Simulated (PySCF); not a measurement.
C₄H₁₃N₂Si, SMILES CN(C)[SiH]N(C)C, doublet at its GFN2-xTB optimised geometry (Å):

```
20

C     -0.3384     0.8866    -1.1031
N     -0.5239    -0.0276     0.0000
C     -0.8070     0.6577     1.2323
Si     0.2271    -1.5797     0.0000
N     -0.1913    -2.3197    -1.5100
C     -1.5263    -2.2647    -2.0426
C      0.5512    -3.4455    -1.9974
H     -0.1301     0.3273    -2.0108
H     -1.2464     1.4803    -1.2520
H      0.4926     1.5797    -0.9179
H     -1.7008     1.2796     1.1194
H     -0.9784    -0.0699     2.0214
H      0.0216     1.3115     1.5366
H      1.7008    -1.5797     0.0000
H     -2.0890    -3.1810    -1.8212
H     -2.0548    -1.4176    -1.6146
H     -1.4888    -2.1488    -3.1313
H      0.6249    -3.4004    -3.0887
H      0.0721    -4.3969    -1.7309
H      1.5538    -3.4373    -1.5785
```

Calculation: unrestricted PBE0/def2-SVP run with PySCF 2.14.0.

Map of the spin density (e/bohr³) on the plane z = 0.8 Å:

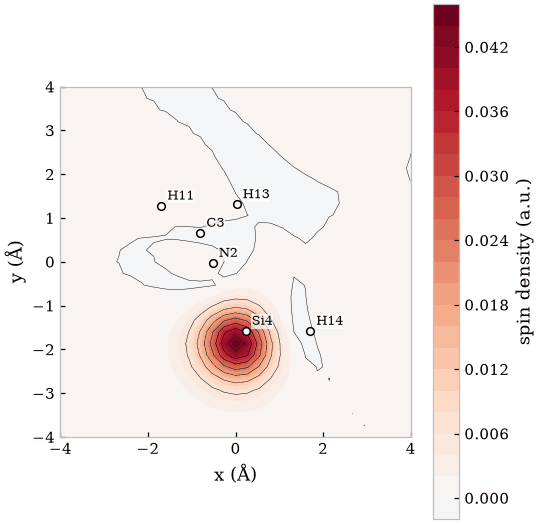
Figure: Spin density (e/bohr³) on the plane z = 0.8 Å.
